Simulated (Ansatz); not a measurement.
Where the default PAW files enter, the runs use the earlier of Ansatz's two default sets.

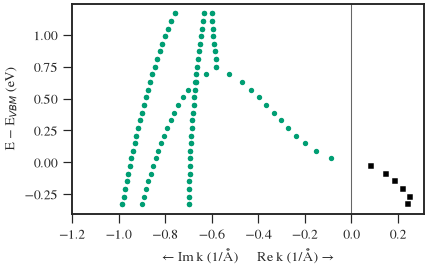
Complex bands at the centre of the two-dimensional zone; r2SCAN (Ansatz, a first-principles code)

The gap is the functional's own. No spin-orbit coupling. Mid-gap values are those at the computed energy nearest the middle.

Problem. This is MoS₂ (P6_3/mmc, 6 atoms a cell, 17.3 Å³ an atom, 3 GPa at this level) along the normal of (001). Read off the slowest decay at the centre of the two-dimensional zone at 0.45 eV, the computed energy nearest the middle of the gap.

Solution. κ ≈ 0.36 1/Å, a decay length 1/(2κ) of the density of 1.4 Å.
